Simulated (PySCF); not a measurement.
ClH, SMILES Cl.

The structure is a stationary point at B3LYP-D3(BJ)/def2-TZVPD.

Lowest vertical singlet excitation by several levels in PySCF, with rough processor times relative to the cheapest run on one machine. Each run also gave further roots (ADC and EOM-CCSD ionised and attached states too); roots are paired by order and the bases differ. EOM-CCSD serves as a yardstick, not as the true value; all levels that ended soundly for this molecule are listed, with differences from unrounded values.

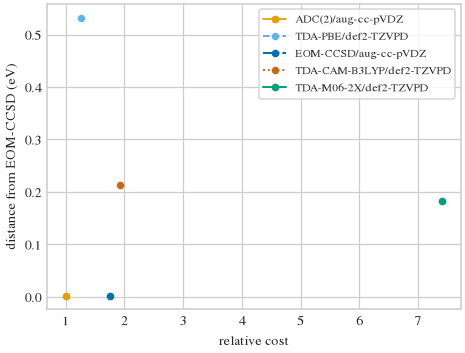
Figure: Cost against distance from EOM-CCSD for the lowest singlet.

| level | relative cost | S1 (eV) | S1 minus EOM-CCSD (eV) |
|---|---|---|---|
| ADC(2)/aug-cc-pVDZ | 1 | 7.81 | 0.00 |
| TDA-PBE/def2-TZVPD | 1 | 7.28 | -0.53 |
| EOM-CCSD/aug-cc-pVDZ | 2 | 7.81 | 0.00 |
| TDA-CAM-B3LYP/def2-TZVPD | 2 | 7.60 | -0.22 |
| TDA-M06-2X/def2-TZVPD | 7 | 7.63 | -0.18 |
